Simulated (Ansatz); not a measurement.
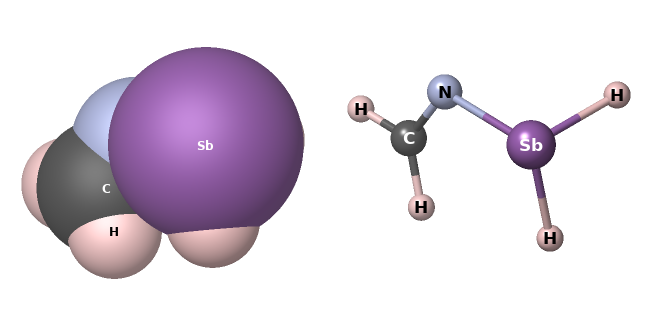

Both panels show the same species.

Description:

The molecule is CH₄NSb. As SMILES it reads `C=[N][SbH2]`. Among its groups: imine. The point group is C1. Coordination: 1 C trigonal planar; 1 N bent; 1 Sb trigonal pyramidal.

More results for the same structure follow; atom numbers are the same in all pictures, views and colours differ. The geometry was computed by an optimisation with PBE0-D4/def2-TZVP.

### Electronic properties

Method: RKS ωB97M-V/def2-TZVPP, core potentials on Sb (Ansatz 0.2.0).

Computed properties:

- dipole moment: 1.37 D
- HOMO energy (Kohn–Sham orbital): −9.12 eV
- LUMO energy (Kohn–Sham orbital): 0.93 eV
- HOMO–LUMO gap: 10.05 eV

### Vibrations

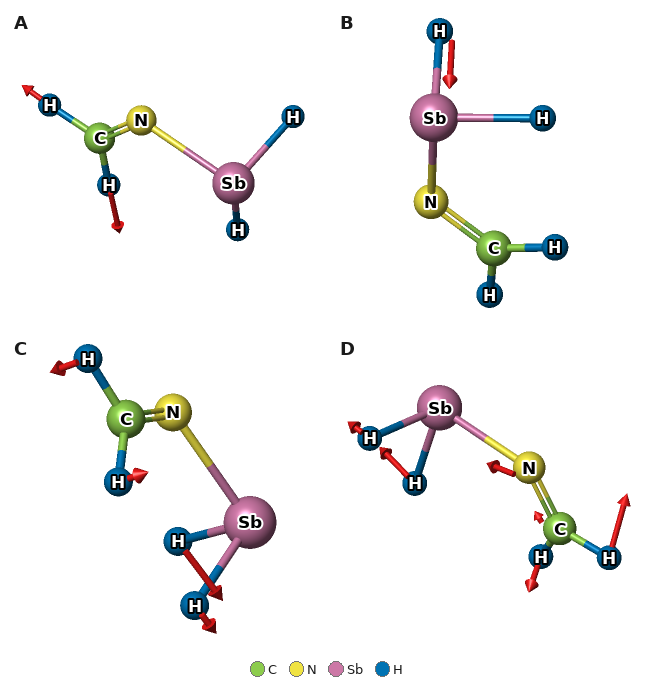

4 normal modes of one molecule or complex, as arrows. Harmonic vibrations computed with RKS PBE0-D4/def2-TZVP, core potentials on Sb (Ansatz 0.2.0) at a stationary point of the same level.

> Match the panels to the wavenumbers 488 cm⁻¹, 699 cm⁻¹, 1964 cm⁻¹, 2972 cm⁻¹.

A: 2972 cm⁻¹, C–H stretching
B: 1964 cm⁻¹, Sb–H stretching
C: 699 cm⁻¹, H–Sb–N bending
D: 488 cm⁻¹

### Charges

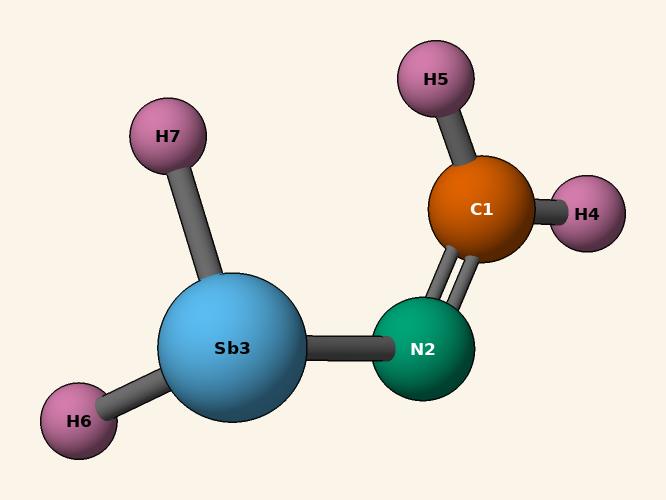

The questions are on Mulliken charges. Level of theory: RKS r2SCAN-D4/def2-TZVPP, core potentials on Sb (Ansatz 0.2.0).

> Which atom carries the highest charge (most positive or least negative)?

Sb3 (0.50 e).

> And the lowest?

N2 (−0.42 e).

Give the Mulliken charges atom by atom.

```
atom  value (e)
  C1       0.02
  N2      −0.42
 Sb3       0.50
  H4       0.07
  H5       0.05
  H6      −0.10
  H7      −0.13
```

Mulliken values depend strongly on the basis set and can even reverse the polarity of a bond.
